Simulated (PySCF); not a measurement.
**C₂H₈BNO₂: electronic excitations at several levels of theory**

Aim: compute the electronic excitations of C₂H₈BNO₂ (`CN(C)B(O)O`) at several levels, and see how far they spread and what each costs.

Programs: PySCF 2.14.0, with density-fitted response routines of our own. Each step states its level of theory. These are calculated values for one molecule in the gas phase, unless marked as measured. Atoms count from 0, in the outputs and in this text.

## 1. The molecule as given

14 atoms, charge 0, multiplicity 1; geometry from: PBE0-D3(BJ)/def2-SVP.

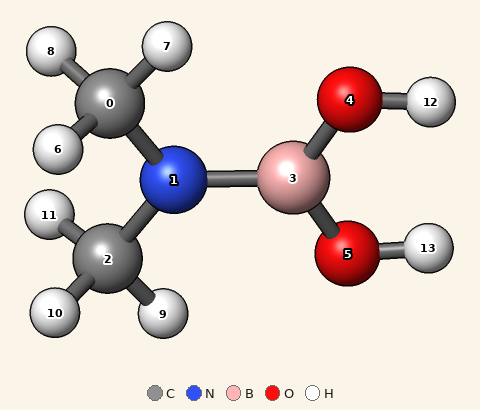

As it starts; carbon grey, nitrogen blue, boron pink, oxygen red, hydrogen white, atoms numbered; sticks join atoms by distance.

## 2. Ultraviolet spectrum: HF/def2-SVPD

Job settings and geometry (Å):

```
{"job": {"kind": "uv", "xc": "HF", "basis": "def2-SVPD", "ip": true}, "charge": 0, "multiplicity": 1}
C     -0.556764     1.292128    -0.411960
N     -0.077799    -0.060806    -0.339607
C     -1.096482    -1.062361    -0.182174
B      1.297085    -0.382734    -0.417814
O      2.204369     0.646675    -0.558605
O      1.663858    -1.710622    -0.349227
H     -1.106994     1.579300     0.504807
H      0.284815     1.984438    -0.537555
H     -1.250225     1.432795    -1.263413
H     -0.641523    -2.059163    -0.130094
H     -1.684273    -0.901745     0.742178
H     -1.812089    -1.052423    -1.026667
H      3.118932     0.364428    -0.609414
H      2.607978    -1.866284    -0.404713
```

With the program's defaults for keys left out, this is: TDDFT HF/def2-SVPD, vertical, gas phase, core orbitals frozen in the response.

The run is started by

```
$ OMP_NUM_THREADS=1 python probes_run.py task.json out
```

This one command runs all jobs of the session in turn.

The program printed:

```text
final grid: 110008 points
cycle   1  E = -309.0723782230  dE =  1.023e+00  |g| = 6.813e-01  |ddm| = 4.743e+00
cycle   2  E = -309.1627160576  dE = -9.034e-02  |g| = 3.348e-01  |ddm| = 1.311e+00
cycle   3  E = -309.1834338474  dE = -2.072e-02  |g| = 6.755e-02  |ddm| = 4.519e-01
cycle   4  E = -309.1846822771  dE = -1.248e-03  |g| = 1.185e-02  |ddm| = 1.469e-01
cycle   5  E = -309.1847227938  dE = -4.052e-05  |g| = 3.063e-03  |ddm| = 2.857e-02
cycle   6  E = -309.1847256855  dE = -2.892e-06  |g| = 9.847e-04  |ddm| = 8.045e-03
cycle   7  E = -309.1847260337  dE = -3.482e-07  |g| = 2.281e-04  |ddm| = 2.527e-03
cycle   8  E = -309.1847260529  dE = -1.923e-08  |g| = 6.463e-05  |ddm| = 6.340e-04
cycle   9  E = -309.1847260549  dE = -1.963e-09  |g| = 1.271e-05  |ddm| = 2.417e-04
cycle  10  E = -309.1847260550  dE = -7.299e-11  |g| = 3.245e-06  |ddm| = 5.146e-05
converged SCF energy = -309.1847260550

Static polarisability (au): isotropic 51.518, principal 42.082 52.529 59.942

Singlet excitations
state   eV       nm        f      main configurations
  1   7.1441    173.5   0.00969   H->L 0.73, H->L+1 0.15
  2   8.2099    151.0   0.01876   H->L+1 0.73, H->L 0.15
  3   8.7283    142.0   0.00002   H->L+2 0.65, H->L+4 0.20
  4   9.0583    136.9   0.05192   H->L+3 0.81
  5   9.1419    135.6   0.19237   H->L+5 0.57, H->L+7 0.25, H->L+16 0.08
  6   9.1750    135.1   0.00105   H-2->L 0.48, H->L+4 0.25
  7   9.8042    126.5   0.00597   H->L+6 0.39, H->L+10 0.29, H->L+11 0.10
  8  10.0032    123.9   0.00003   H->L+4 0.41, H->L+2 0.30, H-2->L 0.14
  9  10.0511    123.4   0.01444   H-5->L 0.39, H-1->L 0.35
 10  10.2175    121.3   0.20071   H->L+7 0.56, H->L+5 0.32

Triplet excitations (Tamm-Dancoff, eV): 6.9549 7.9298 7.9385 8.4354
Vertical ionisation energy (delta-SCF) = 7.4901 eV
```

It took 16 s on 1 thread of Arm Neoverse V1, shared host; peak memory 0.72 GiB.

The orbitals next to the gap, with their largest atomic shares:

| orbital | eV | atoms |
| --- | --- | --- |
| HOMO−3 | -13.97 | N1 22 %, C2 18 %, C0 18 % |
| HOMO−2 | -13.77 | O4 42 %, O5 42 %, B3 7 % |
| HOMO−1 | -13.55 | C0 20 %, C2 20 %, H7 11 % |
| HOMO | -9.65 | N1 52 %, C0 9 %, C2 9 % |
| LUMO | 1.53 | B3 50 %, O5 14 %, O4 14 % |
| LUMO+1 | 3.05 | C0 14 %, C2 14 %, O5 11 % |
| LUMO+2 | 3.21 | O5 27 %, O4 27 %, H13 7 % |

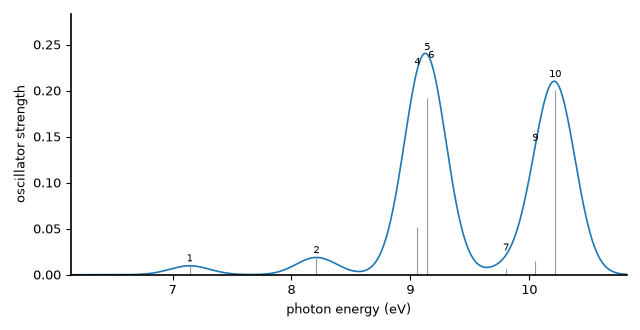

Absorption spectrum from the 10 singlet states computed; above the last one it falls off for lack of states. Lines are broadened to a width of 0.40 eV (Gaussian).

Further results of this job:

| property | computed |
| --- | --- |
| dipole moment (D) | 1.74 |
| polarisability (Å³) | 7.63 |
| HOMO–LUMO gap (eV) | 11.18 |
| −ε(HOMO) (eV) | 9.65 |

## 3. TDDFT and polarisability: LDA/def2-SVPD

Same as in step 2 but for these lines:

```diff
@@ -1,2 +1,2 @@
-{"job": {"kind": "uv", "xc": "HF", "basis": "def2-SVPD", "ip": true}, "charge": 0, "multiplicity": 1}
+{"job": {"kind": "uv", "xc": "LDA", "basis": "def2-SVPD", "ip": true}, "charge": 0, "multiplicity": 1}
 C     -0.556764     1.292128    -0.411960
```

Method: TDDFT LDA/def2-SVPD, vertical, gas phase, core orbitals frozen in the response.

The program printed:

```text
coarse grid: 11456 points
cycle   1  E = -308.1922677404  dE =  5.958e-01  |g| = 1.014e+00  |ddm| = 5.549e+00
cycle   2  E = -307.5551579515  dE =  6.371e-01  |g| = 2.044e+00  |ddm| = 3.268e+00
cycle   3  E = -308.3995513019  dE = -8.444e-01  |g| = 1.313e-01  |ddm| = 2.277e+00
cycle   4  E = -308.4013792894  dE = -1.828e-03  |g| = 9.845e-02  |ddm| = 2.662e-01
cycle   5  E = -308.4036359005  dE = -2.257e-03  |g| = 2.743e-02  |ddm| = 1.301e-01
cycle   6  E = -308.4037826275  dE = -1.467e-04  |g| = 8.807e-03  |ddm| = 3.550e-02
cycle   7  E = -308.4037980817  dE = -1.545e-05  |g| = 1.267e-03  |ddm| = 1.204e-02
cycle   8  E = -308.4037984038  dE = -3.221e-07  |g| = 4.231e-04  |ddm| = 3.724e-03
final grid: 110008 points
cycle   9  E = -308.4750952349  dE = -5.915e-05  |g| = 6.658e-03  |ddm| = 2.531e-01
cycle  10  E = -308.4750754510  dE =  1.978e-05  |g| = 1.221e-02  |ddm| = 1.950e-02
cycle  11  E = -308.4751039679  dE = -2.852e-05  |g| = 7.416e-04  |ddm| = 1.132e-02
cycle  12  E = -308.4751040624  dE = -9.453e-08  |g| = 3.578e-04  |ddm| = 1.393e-03
cycle  13  E = -308.4751040920  dE = -2.959e-08  |g| = 1.086e-04  |ddm| = 5.320e-04
cycle  14  E = -308.4751040945  dE = -2.471e-09  |g| = 3.208e-05  |ddm| = 1.519e-04
cycle  15  E = -308.4751040947  dE = -2.084e-10  |g| = 5.439e-06  |ddm| = 5.471e-05
converged SCF energy = -308.4751040947

Static polarisability (au): isotropic 61.040, principal 48.218 61.980 72.921

Singlet excitations
state   eV       nm        f      main configurations
  1   4.2354    292.7   0.00227   H->L 1.00
  2   5.5483    223.5   0.01825   H->L+1 1.00
  3   5.9820    207.3   0.00000   H->L+2 1.00
  4   6.6539    186.3   0.00004   H->L+4 1.00
  5   6.6740    185.8   0.01512   H->L+5 1.00
  6   6.7473    183.8   0.00000   H-1->L 1.00
  7   6.8992    179.7   0.17800   H->L+3 0.83, H->L+8 0.13
  8   7.0424    176.1   0.01101   H-2->L 0.99
  9   7.1586    173.2   0.00070   H->L+6 0.99
 10   7.4546    166.3   0.10107   H->L+7 0.96

Triplet excitations (Tamm-Dancoff, eV): 4.1989 5.4742 5.9462 6.1689
Vertical ionisation energy (delta-SCF) = 8.4545 eV
```

Run time: 42 s. Hardware: 1 thread of Arm Neoverse V1, shared host; peak memory 0.58 GiB.

Key values: HOMO -5.21 eV, LUMO -0.99 eV; lowest singlet 4.24 eV.

## 4. Ultraviolet spectrum: PBE/def2-SVPD

Same as in step 3 but for these lines:

```diff
@@ -1,2 +1,2 @@
-{"job": {"kind": "uv", "xc": "LDA", "basis": "def2-SVPD", "ip": true}, "charge": 0, "multiplicity": 1}
+{"job": {"kind": "uv", "xc": "PBE", "basis": "def2-SVPD", "ip": true}, "charge": 0, "multiplicity": 1}
 C     -0.556764     1.292128    -0.411960
```

With the program's defaults for keys left out, this is: TDDFT PBE/def2-SVPD, vertical, gas phase, core orbitals frozen in the response.

The program printed:

```text
coarse grid: 11456 points
cycle   1  E = -310.3614918828  dE =  6.048e-01  |g| = 1.007e+00  |ddm| = 5.558e+00
cycle   2  E = -309.7446560031  dE =  6.168e-01  |g| = 2.004e+00  |ddm| = 3.032e+00
cycle   3  E = -310.5645435894  dE = -8.199e-01  |g| = 1.254e-01  |ddm| = 2.055e+00
cycle   4  E = -310.5660117009  dE = -1.468e-03  |g| = 9.852e-02  |ddm| = 2.530e-01
cycle   5  E = -310.5683226128  dE = -2.311e-03  |g| = 2.550e-02  |ddm| = 1.288e-01
cycle   6  E = -310.5684494604  dE = -1.268e-04  |g| = 8.495e-03  |ddm| = 3.375e-02
cycle   7  E = -310.5684640677  dE = -1.461e-05  |g| = 1.017e-03  |ddm| = 1.128e-02
cycle   8  E = -310.5684642810  dE = -2.133e-07  |g| = 3.152e-04  |ddm| = 2.953e-03
final grid: 110008 points
cycle   9  E = -310.6348299235  dE = -4.787e-05  |g| = 1.268e-02  |ddm| = 2.609e-01
cycle  10  E = -310.6347310897  dE =  9.883e-05  |g| = 2.434e-02  |ddm| = 3.844e-02
cycle  11  E = -310.6348659742  dE = -1.349e-04  |g| = 2.961e-03  |ddm| = 2.401e-02
cycle  12  E = -310.6348679019  dE = -1.928e-06  |g| = 3.047e-04  |ddm| = 3.131e-03
cycle  13  E = -310.6348679217  dE = -1.984e-08  |g| = 1.161e-04  |ddm| = 8.320e-04
cycle  14  E = -310.6348679249  dE = -3.132e-09  |g| = 2.852e-05  |ddm| = 2.373e-04
cycle  15  E = -310.6348679250  dE = -1.594e-10  |g| = 1.031e-05  |ddm| = 4.481e-05
converged SCF energy = -310.6348679250

Static polarisability (au): isotropic 60.316, principal 47.620 61.365 71.962

Singlet excitations
state   eV       nm        f      main configurations
  1   4.2023    295.0   0.00219   H->L 1.00
  2   5.5132    224.9   0.01749   H->L+1 1.00
  3   5.8578    211.7   0.00000   H->L+2 1.00
  4   6.5418    189.5   0.00002   H->L+4 0.97
  5   6.6136    187.5   0.01396   H->L+5 1.00
  6   6.6210    187.3   0.00000   H-1->L 1.00
  7   6.8860    180.1   0.13440   H->L+3 0.82, H->L+8 0.09
  8   6.9706    177.9   0.01283   H-2->L 0.99
  9   7.1322    173.8   0.00096   H->L+6 1.00
 10   7.3799    168.0   0.12941   H->L+7 0.92

Triplet excitations (Tamm-Dancoff, eV): 4.1548 5.4008 5.8043 6.1726
Vertical ionisation energy (delta-SCF) = 8.2819 eV
```

It took 63 s on 1 thread of Arm Neoverse V1, shared host; peak memory 0.65 GiB.

Key values: HOMO -5.11 eV, LUMO -0.91 eV; lowest singlet 4.20 eV.

## 5. Ultraviolet spectrum: B3LYP/def2-SVPD

Same as in step 4 but for these lines:

```diff
@@ -1,2 +1,2 @@
-{"job": {"kind": "uv", "xc": "PBE", "basis": "def2-SVPD", "ip": true}, "charge": 0, "multiplicity": 1}
+{"job": {"kind": "uv", "xc": "B3LYP", "basis": "def2-SVPD", "ip": true}, "charge": 0, "multiplicity": 1}
 C     -0.556764     1.292128    -0.411960
```

Level: TDDFT B3LYP/def2-SVPD, vertical, gas phase, core orbitals frozen in the response.

The program printed:

```text
coarse grid: 11456 points
cycle   1  E = -310.7950024600  dE =  6.682e-01  |g| = 9.273e-01  |ddm| = 5.632e+00
cycle   2  E = -310.5514875034  dE =  2.435e-01  |g| = 1.460e+00  |ddm| = 2.388e+00
cycle   3  E = -310.9616745931  dE = -4.102e-01  |g| = 7.164e-02  |ddm| = 1.425e+00
cycle   4  E = -310.9622980870  dE = -6.235e-04  |g| = 4.800e-02  |ddm| = 1.344e-01
cycle   5  E = -310.9628352468  dE = -5.372e-04  |g| = 1.111e-02  |ddm| = 6.317e-02
cycle   6  E = -310.9628592557  dE = -2.401e-05  |g| = 3.247e-03  |ddm| = 1.461e-02
cycle   7  E = -310.9628614013  dE = -2.146e-06  |g| = 3.959e-04  |ddm| = 4.726e-03
final grid: 110008 points
cycle   8  E = -311.0222692870  dE = -4.789e-05  |g| = 4.687e-03  |ddm| = 2.146e-01
cycle   9  E = -311.0222652796  dE =  4.007e-06  |g| = 6.286e-03  |ddm| = 1.862e-02
cycle  10  E = -311.0222746081  dE = -9.328e-06  |g| = 6.327e-04  |ddm| = 7.549e-03
cycle  11  E = -311.0222746820  dE = -7.393e-08  |g| = 2.166e-04  |ddm| = 8.236e-04
cycle  12  E = -311.0222746909  dE = -8.901e-09  |g| = 5.790e-05  |ddm| = 4.400e-04
cycle  13  E = -311.0222746915  dE = -5.598e-10  |g| = 2.120e-05  |ddm| = 7.478e-05
converged SCF energy = -311.0222746915

Static polarisability (au): isotropic 57.794, principal 46.044 58.743 68.595

Singlet excitations
state   eV       nm        f      main configurations
  1   4.8764    254.3   0.00300   H->L 0.99
  2   6.0509    204.9   0.01770   H->L+1 0.99
  3   6.5202    190.2   0.00000   H->L+2 0.98
  4   7.1467    173.5   0.00005   H->L+3 0.79, H-1->L 0.20
  5   7.1503    173.4   0.01868   H->L+4 0.98
  6   7.2779    170.4   0.00004   H-1->L 0.78, H->L+3 0.20
  7   7.3832    167.9   0.15805   H->L+5 0.98
  8   7.6872    161.3   0.01387   H-2->L 0.96
  9   7.6898    161.2   0.00137   H->L+6 0.97
 10   7.9682    155.6   0.12580   H->L+7 0.99

Triplet excitations (Tamm-Dancoff, eV): 4.8276 5.9460 6.4554 6.6098
Vertical ionisation energy (delta-SCF) = 8.4822 eV
```

It took 50 s on 1 thread of Arm Neoverse V1, shared host; peak memory 0.81 GiB.

Key values: HOMO -6.21 eV, LUMO -0.53 eV; lowest singlet 4.88 eV.

## 6. Ultraviolet spectrum: PBE0/def2-SVPD

Same as in step 5 but for these lines:

```diff
@@ -1,2 +1,2 @@
-{"job": {"kind": "uv", "xc": "B3LYP", "basis": "def2-SVPD", "ip": true}, "charge": 0, "multiplicity": 1}
+{"job": {"kind": "uv", "xc": "PBE0", "basis": "def2-SVPD", "ip": true}, "charge": 0, "multiplicity": 1}
 C     -0.556764     1.292128    -0.411960
```

Level: TDDFT PBE0/def2-SVPD, vertical, gas phase, core orbitals frozen in the response.

The program printed:

```text
coarse grid: 11456 points
cycle   1  E = -310.4745342301  dE =  6.683e-01  |g| = 8.311e-01  |ddm| = 5.123e+00
cycle   2  E = -310.3425114794  dE =  1.320e-01  |g| = 1.184e+00  |ddm| = 2.026e+00
cycle   3  E = -310.6094270689  dE = -2.669e-01  |g| = 5.778e-02  |ddm| = 1.130e+00
cycle   4  E = -310.6098815502  dE = -4.545e-04  |g| = 3.466e-02  |ddm| = 9.871e-02
cycle   5  E = -310.6101575289  dE = -2.760e-04  |g| = 8.858e-03  |ddm| = 4.550e-02
cycle   6  E = -310.6101730904  dE = -1.556e-05  |g| = 2.183e-03  |ddm| = 1.108e-02
cycle   7  E = -310.6101740602  dE = -9.698e-07  |g| = 3.367e-04  |ddm| = 2.787e-03
final grid: 110008 points
cycle   8  E = -310.6594765336  dE = -3.519e-05  |g| = 7.797e-03  |ddm| = 1.579e-01
cycle   9  E = -310.6594641592  dE =  1.237e-05  |g| = 1.092e-02  |ddm| = 2.346e-02
cycle  10  E = -310.6594902829  dE = -2.612e-05  |g| = 1.059e-03  |ddm| = 1.067e-02
cycle  11  E = -310.6594905178  dE = -2.349e-07  |g| = 1.423e-04  |ddm| = 1.205e-03
cycle  12  E = -310.6594905216  dE = -3.779e-09  |g| = 5.536e-05  |ddm| = 5.119e-04
cycle  13  E = -310.6594905223  dE = -6.780e-10  |g| = 1.493e-05  |ddm| = 9.600e-05
converged SCF energy = -310.6594905223

Static polarisability (au): isotropic 57.060, principal 45.431 58.118 67.630

Singlet excitations
state   eV       nm        f      main configurations
  1   5.1990    238.5   0.00346   H->L 0.99
  2   6.3252    196.0   0.01768   H->L+1 0.98
  3   6.8373    181.3   0.00000   H->L+2 0.97
  4   7.4074    167.4   0.02117   H->L+4 0.98
  5   7.4635    166.1   0.00007   H->L+3 0.63, H-1->L 0.35
  6   7.6113    162.9   0.04534   H-1->L 0.47, H->L+3 0.27, H->L+5 0.23
  7   7.6149    162.8   0.13831   H->L+5 0.75, H-1->L 0.14, H->L+3 0.08
  8   7.9484    156.0   0.00135   H->L+6 0.95
  9   8.0101    154.8   0.01419   H-2->L 0.94
 10   8.2472    150.3   0.13262   H->L+7 0.98

Triplet excitations (Tamm-Dancoff, eV): 5.1357 6.1868 6.6960 6.7416
Vertical ionisation energy (delta-SCF) = 8.4376 eV
```

Wall time 54 s (1 thread of Arm Neoverse V1, shared host); peak memory 0.8 GiB.

In short: HOMO -6.42 eV, LUMO -0.21 eV; lowest singlet 5.20 eV.

## 7. Excited states and response: BHandHLYP/def2-SVPD

Same as in step 6 but for these lines:

```diff
@@ -1,2 +1,2 @@
-{"job": {"kind": "uv", "xc": "PBE0", "basis": "def2-SVPD", "ip": true}, "charge": 0, "multiplicity": 1}
+{"job": {"kind": "uv", "xc": "BHandHLYP", "basis": "def2-SVPD", "ip": true}, "charge": 0, "multiplicity": 1}
 C     -0.556764     1.292128    -0.411960
```

Level: TDDFT BHandHLYP/def2-SVPD, vertical, gas phase, core orbitals frozen in the response.

The program printed:

```text
coarse grid: 11456 points
cycle   1  E = -310.6857933955  dE =  7.770e-01  |g| = 7.706e-01  |ddm| = 5.149e+00
cycle   2  E = -310.6809064531  dE =  4.887e-03  |g| = 8.184e-01  |ddm| = 1.674e+00
cycle   3  E = -310.8027413034  dE = -1.218e-01  |g| = 4.570e-02  |ddm| = 8.053e-01
cycle   4  E = -310.8031201390  dE = -3.788e-04  |g| = 2.042e-02  |ddm| = 9.145e-02
cycle   5  E = -310.8032031228  dE = -8.298e-05  |g| = 7.079e-03  |ddm| = 3.246e-02
cycle   6  E = -310.8032138831  dE = -1.076e-05  |g| = 7.191e-04  |ddm| = 7.594e-03
cycle   7  E = -310.8032140013  dE = -1.182e-07  |g| = 2.889e-04  |ddm| = 1.375e-03
final grid: 110008 points
cycle   8  E = -310.8423878604  dE = -2.130e-05  |g| = 2.703e-03  |ddm| = 1.145e-01
cycle   9  E = -310.8423882843  dE = -4.240e-07  |g| = 2.497e-03  |ddm| = 1.180e-02
cycle  10  E = -310.8423896247  dE = -1.340e-06  |g| = 2.205e-04  |ddm| = 2.846e-03
cycle  11  E = -310.8423896338  dE = -9.131e-09  |g| = 1.327e-04  |ddm| = 5.066e-04
cycle  12  E = -310.8423896376  dE = -3.851e-09  |g| = 1.701e-05  |ddm| = 2.615e-04
cycle  13  E = -310.8423896377  dE = -7.287e-11  |g| = 7.284e-06  |ddm| = 3.712e-05
converged SCF energy = -310.8423896377

Static polarisability (au): isotropic 54.738, principal 44.003 55.726 64.487

Singlet excitations
state   eV       nm        f      main configurations
  1   5.8796    210.9   0.00503   H->L 0.94
  2   6.8916    179.9   0.01674   H->L+1 0.94
  3   7.4769    165.8   0.00000   H->L+2 0.88
  4   7.9416    156.1   0.02878   H->L+4 0.93
  5   8.0218    154.6   0.00013   H-1->L 0.52, H->L+3 0.41
  6   8.1171    152.7   0.18143   H->L+5 0.83, H->L+7 0.14
  7   8.3649    148.2   0.00000   H->L+3 0.50, H-1->L 0.36, H->L+2 0.10
  8   8.5399    145.2   0.00254   H->L+6 0.79, H->L+10 0.12
  9   8.6939    142.6   0.01462   H-2->L 0.74, H-4->L 0.18
 10   8.8729    139.7   0.14625   H->L+7 0.82, H->L+5 0.14

Triplet excitations (Tamm-Dancoff, eV): 5.8060 6.7518 7.1789 7.3580
Vertical ionisation energy (delta-SCF) = 8.4315 eV
```

It took 53 s on 1 thread of Arm Neoverse V1, shared host; peak memory 0.8 GiB.

Key values: HOMO -7.67 eV, LUMO 0.22 eV; lowest singlet 5.88 eV.

## 8. TDDFT and polarisability: CAM-B3LYP/def2-SVPD

Same as in step 7 but for these lines:

```diff
@@ -1,2 +1,2 @@
-{"job": {"kind": "uv", "xc": "BHandHLYP", "basis": "def2-SVPD", "ip": true}, "charge": 0, "multiplicity": 1}
+{"job": {"kind": "uv", "xc": "CAM-B3LYP", "basis": "def2-SVPD", "ip": true}, "charge": 0, "multiplicity": 1}
 C     -0.556764     1.292128    -0.411960
```

Method: TDDFT CAM-B3LYP/def2-SVPD, vertical, gas phase, core orbitals frozen in the response.

The program printed:

```text
coarse grid: 11456 points
cycle   1  E = -310.6818190763  dE =  7.875e-01  |g| = 8.411e-01  |ddm| = 5.373e+00
cycle   2  E = -310.6365576891  dE =  4.526e-02  |g| = 1.013e+00  |ddm| = 1.821e+00
cycle   3  E = -310.8195387222  dE = -1.830e-01  |g| = 4.745e-02  |ddm| = 9.421e-01
cycle   4  E = -310.8198942513  dE = -3.555e-04  |g| = 2.691e-02  |ddm| = 1.124e-01
cycle   5  E = -310.8200391095  dE = -1.449e-04  |g| = 8.787e-03  |ddm| = 3.610e-02
cycle   6  E = -310.8200551295  dE = -1.602e-05  |g| = 1.081e-03  |ddm| = 1.004e-02
cycle   7  E = -310.8200553925  dE = -2.630e-07  |g| = 4.594e-04  |ddm| = 2.235e-03
final grid: 110008 points
cycle   8  E = -310.8811183155  dE = -3.541e-05  |g| = 3.608e-03  |ddm| = 1.249e-01
cycle   9  E = -310.8811185755  dE = -2.600e-07  |g| = 3.654e-03  |ddm| = 1.546e-02
cycle  10  E = -310.8811214108  dE = -2.835e-06  |g| = 3.103e-04  |ddm| = 4.210e-03
cycle  11  E = -310.8811214267  dE = -1.590e-08  |g| = 1.839e-04  |ddm| = 6.452e-04
cycle  12  E = -310.8811214339  dE = -7.264e-09  |g| = 1.888e-05  |ddm| = 4.395e-04
cycle  13  E = -310.8811214340  dE = -9.663e-11  |g| = 8.391e-06  |ddm| = 4.746e-05
converged SCF energy = -310.8811214340

Static polarisability (au): isotropic 56.673, principal 45.451 57.618 66.949

Singlet excitations
state   eV       nm        f      main configurations
  1   5.5779    222.3   0.00588   H->L 0.93
  2   6.5757    188.5   0.01400   H->L+1 0.92
  3   7.1933    172.4   0.00000   H->L+2 0.83
  4   7.5701    163.8   0.00001   H-1->L 0.73, H->L+4 0.17
  5   7.6378    162.3   0.02714   H->L+3 0.94
  6   7.7902    159.2   0.19166   H->L+5 0.83, H->L+7 0.15
  7   8.0317    154.4   0.00000   H->L+4 0.74, H->L+2 0.12, H-1->L 0.12
  8   8.1049    153.0   0.01744   H-2->L 0.82, H-4->L 0.11
  9   8.2312    150.6   0.00145   H->L+6 0.80, H->L+10 0.12
 10   8.5199    145.5   0.14007   H->L+7 0.80, H->L+5 0.15

Triplet excitations (Tamm-Dancoff, eV): 5.5061 6.4529 6.8751 7.0613
Vertical ionisation energy (delta-SCF) = 8.5621 eV
```

Run time: 60 s. Hardware: 1 thread of Arm Neoverse V1, shared host; peak memory 0.94 GiB.

This run: HOMO -7.79 eV, LUMO 0.35 eV; lowest singlet 5.58 eV.

(Part 1 of 2 ends here.)
